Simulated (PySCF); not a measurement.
# C5H5F2OS (doublet): what the fields show

| atom | x (Å) | y (Å) | z (Å) |
| --- | --- | --- | --- |
| O | -0.2897 | 0.2031 | 2.2933 |
| S | -0.1278 | -0.7853 | 1.2401 |
| C | 0.8991 | 0.1709 | -0.1698 |
| C | 2.3584 | 0.1478 | 0.0400 |
| F | 2.8448 | -1.1338 | -0.1106 |
| C | 0.0477 | 0.6588 | -0.9775 |
| C | -1.4083 | 0.5139 | -0.8868 |
| C | -1.6362 | -0.6510 | 0.0862 |
| F | -2.7505 | -0.4894 | 0.8448 |
| H | 2.6099 | 0.4602 | 1.0606 |
| H | 2.8747 | 0.7756 | -0.6932 |
| H | -1.8462 | 1.4257 | -0.4716 |
| H | -1.8662 | 0.3219 | -1.8579 |
| H | -1.7104 | -1.6189 | -0.4198 |

Geometry: GFN2-xTB.

These are results of UKS B3LYP, pcH-1 on C F H O S, non-relativistic, mean-field spin-orbit, GIAO (PySCF), not measurements.

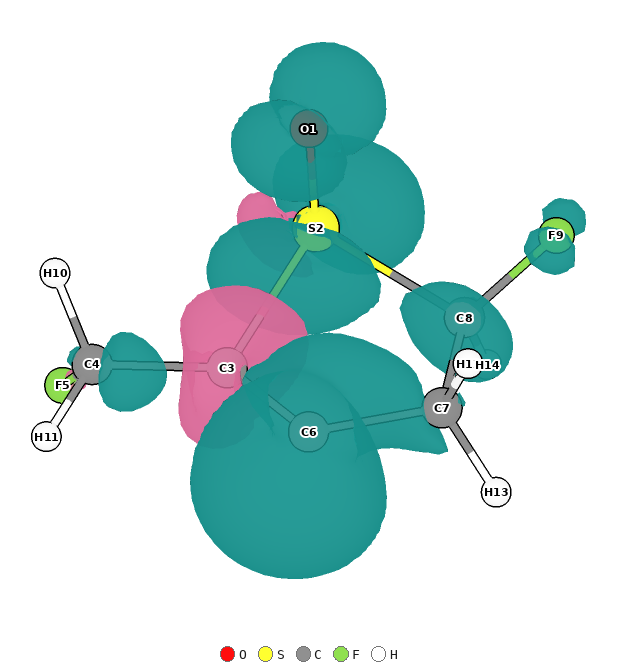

Figure 1. Isosurfaces of the spin density at +0.015 (teal) and −0.015 e/Å³ (pink), seen at a tilt.

Question: Where is the unpaired spin?

Answer: The unpaired spin (1 electron) lies mostly on C6 (about 0.6), S2 (about 0.2) and O1 (about 0.1), in electrons by Hirshfeld's partition.

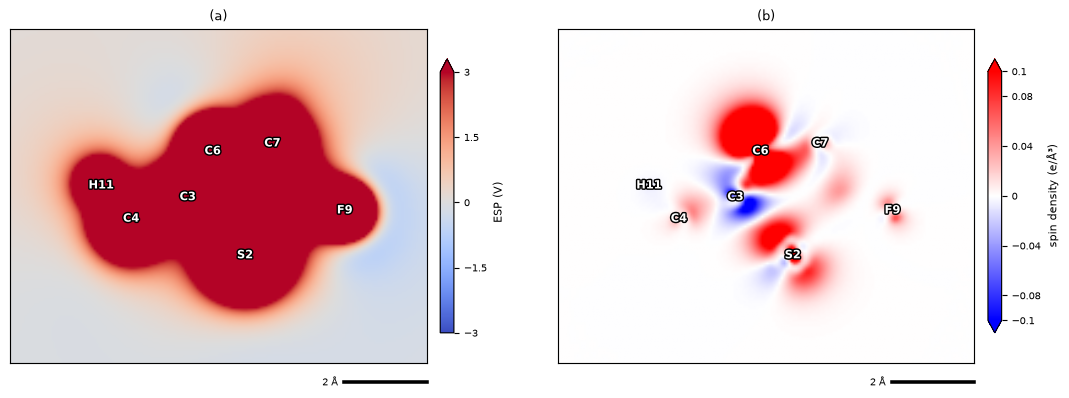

Figure 2. (a) molecular electrostatic potential; (b) spin density on the plane of atoms S2, C3 and C6.

Question: Read the bonding off the picture.

Answer:
- The section cuts through S, C, F and H sites.
- Outside the dense part of the molecule the potential is most negative (−0.6 V) near F9.

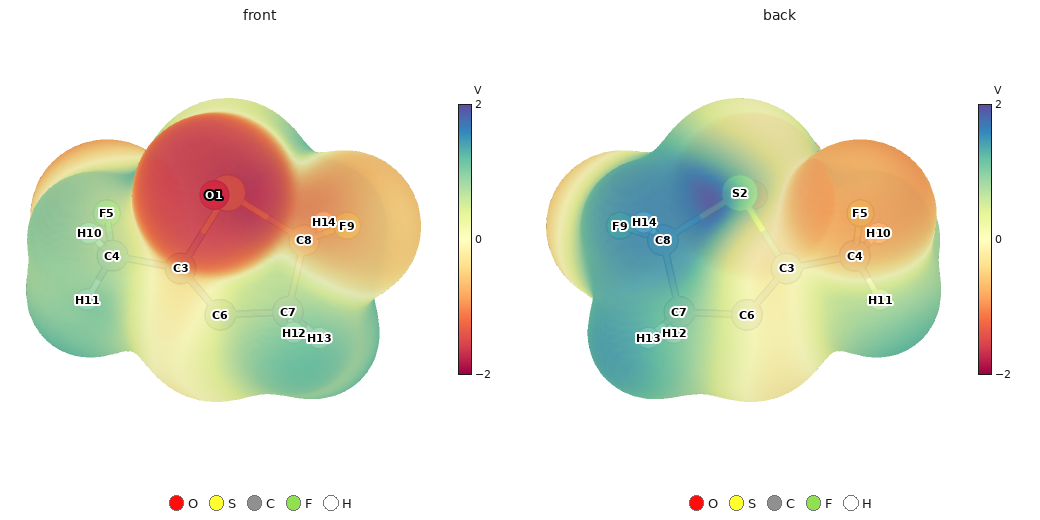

Figure 3. The molecular electrostatic potential painted on the density surface at 0.002 e/bohr³, seen from the front and from behind; the colour scale runs from red (negative) to blue (positive).

Question: Which sites attract a positive test charge, and which a negative one?

Answer: A positive charge is drawn to the negative regions and a negative charge to the positive ones. The most negative region (about −1.7 V) lies over O1, the most positive (about +1.7 V) over S2, C8 and H14. O1 is the likeliest acceptor of a hydrogen bond.
